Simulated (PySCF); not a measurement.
## A study: H2N2, SMILES `N=N`

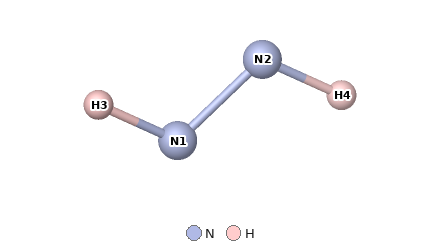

The molecule, with its atoms numbered as below. No frequency check shows the geometry to be a minimum.

Geometry (Å), atoms numbered from 1:

```
N1       0.5879    0.1878    0.0000
N2      -0.5879   -0.1878    0.0000
H3       1.2144   -0.6366    0.0000
H4      -1.2144    0.6366    0.0000
```

Part 1: Bonding charge

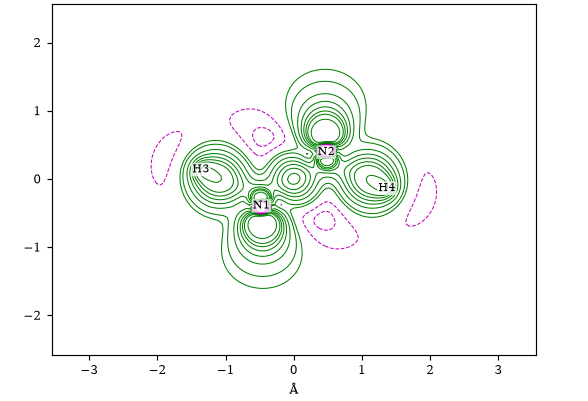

Deformation density (molecule less spherical, spin-averaged free atoms) in the molecular plane; contours at ±0.05 to ±0.8 e/Å³; solid green lines: gain, dashed magenta lines: loss.

Method: B3LYP/def2-SVP; geometry: GFN2-xTB; program: PySCF.

Q: Describe the bonding that the map shows.

A: N1–H3 and N2–H4: +0.84 e/Å³ at the bond critical point (bond length 1.03 Å, Mayer order 0.9). N1–N2: +0.64 e/Å³ at the bond critical point (bond length 1.23 Å, Mayer order 2.0). In all, 1.0 electrons gather in the regions of gain relative to the promolecule.

Part 2: Bond critical points

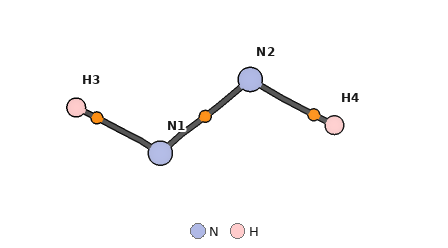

Molecular graph of the electron density (QTAIM): bond paths, bond critical points (orange), ring points (yellow, if any); weak paths are dashed.

Q: How many critical points of each kind are there, and does the count close?

A: 4 nuclei, 3 bond, 0 ring and 0 cage critical points: 4 − 3 + 0 − 0 = 1, as the Poincaré–Hopf relation requires.

Q: Tabulate density, Laplacian, ellipticity and energy density at the bond critical points (atomic units).

A:
```
           bond  length (Å)  ρ (a.u.)  ∇²ρ (a.u.)     ε  H (a.u.)
          N1–N2       1.234     0.487       −1.24  0.17    −0.611
N1–H3 (2 alike)       1.035     0.330       −1.53  0.01    −0.428
```

Q: What kind of interaction is N1–H3?

A: Shared-shell (covalent): ρ = 0.330, ∇²ρ = −1.53, H = −0.428 a.u.

Part 3: Local ionisation energy

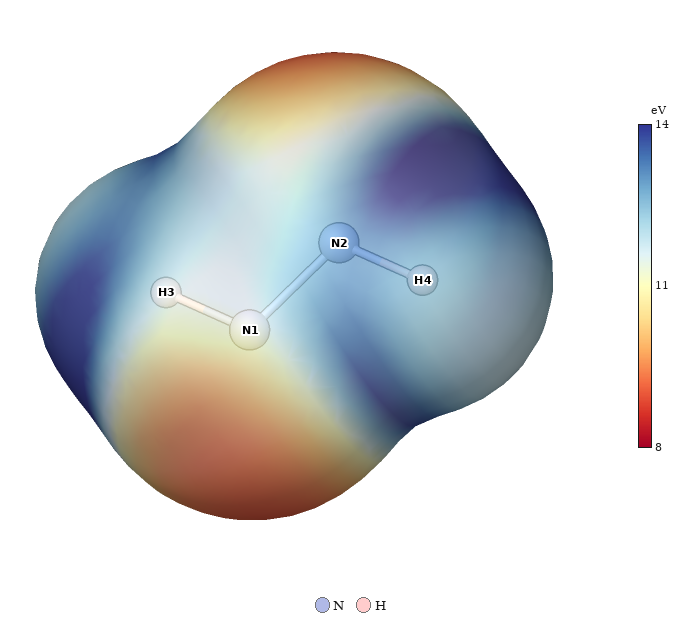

Average local ionisation energy on the surface of electron density 0.001 a.u.

Q: Locate the minima of the map.

A: The lowest value is 8.9 eV, 1.9 Å from N2, and at like points elsewhere. Further minima include 11.7 eV, 1.3 Å from H4, and at like points elsewhere. For comparison, the highest occupied orbital lies at −6.3 eV.

Part 4: Excited states

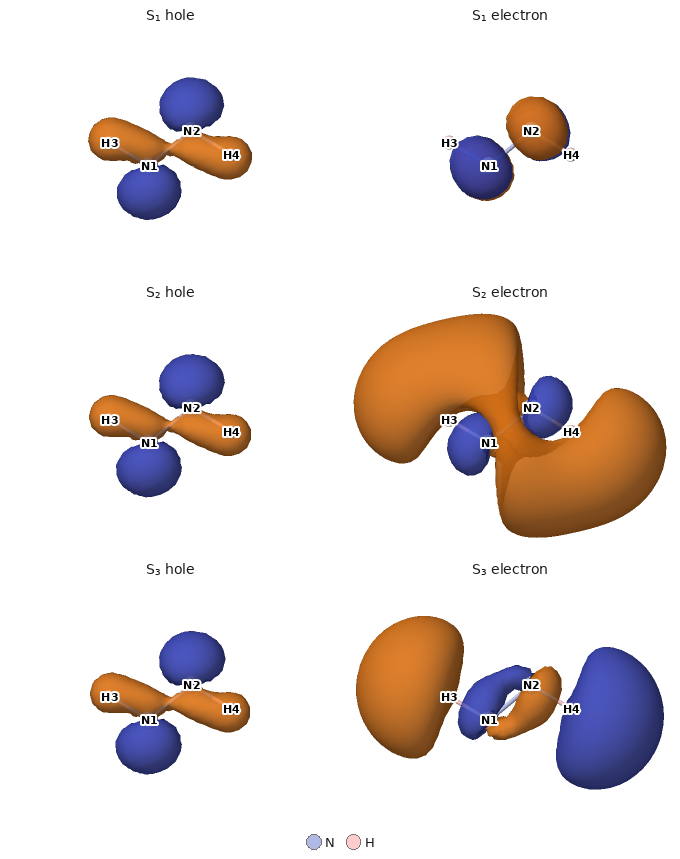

Leading natural transition orbitals (TDA singlet states).

Level of theory: B3LYP/def2-SVPD (PySCF), at a geometry from GFN2-xTB.

Q: Give the energy and character of each state.

A: By state:
- S₁: 3.13 eV (396 nm), f = 0.000 (dark), n → π*; the leading pair carries 100 %; hole on N1 and N2 (42 % each) and H3 and H4 (8 % each), electron on N1 and N2 (45 % each) and H3 and H4 (5 % each); their centroids lie 0.0 Å apart.
- S₂: 6.58 eV (188 nm), f = 0.000 (dark), n → diffuse (Rydberg-like) orbital; the leading pair carries 100 %; hole on N1 and N2 (42 % each) and H3 and H4 (8 % each), electron on H3 and H4 (31 % each) and N1 and N2 (19 % each) (atom shares of so diffuse an orbital are rough); their centroids lie 0.0 Å apart.
- S₃: 7.09 eV (175 nm), f = 0.104 (bright), n → diffuse (Rydberg-like) orbital; the leading pair carries 100 %; hole on N1 and N2 (43 % each) and H3 and H4 (7 % each), electron on H3 and H4 (38 % each) and N1 and N2 (12 % each) (atom shares of so diffuse an orbital are rough); their centroids lie 0.0 Å apart.

Part 5: Localised orbitals

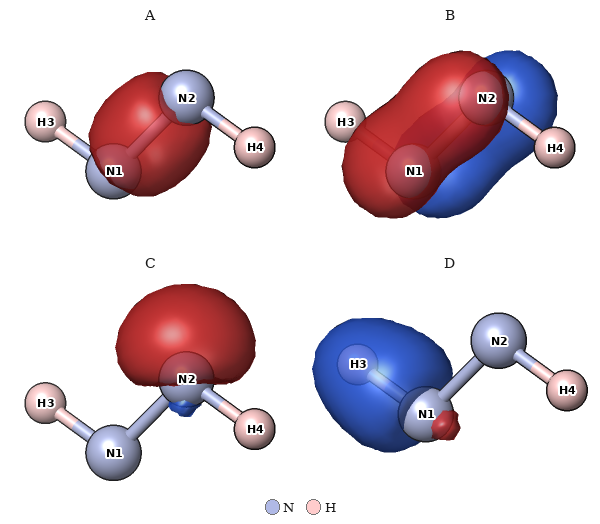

Intrinsic bond orbitals (IBO), occupied; each surface holds about 70 % of the orbital's density. Energies are diagonal elements of the Fock matrix.

Method: TPSS/6-31G*; geometry: GFN2-xTB; program: PySCF.

Q: Identify each orbital.

A: By panel:
- A: σ bond N2–N1 (N2 50 %, N1 50 %; −21.5 eV)
- B: π bond N2–N1 (N2 50 %, N1 50 %; −9.7 eV)
- C: lone pair on N2 (sp1.2-type) (N2 100 %; −9.3 eV)
- D: σ bond N1–H3 (N1 62 %, H3 37 %; −15.6 eV)

The PySCF runs shown took 2.1 s, 19 s and 2.3 s on 1 thread of Arm Neoverse V1, with other jobs on the host.
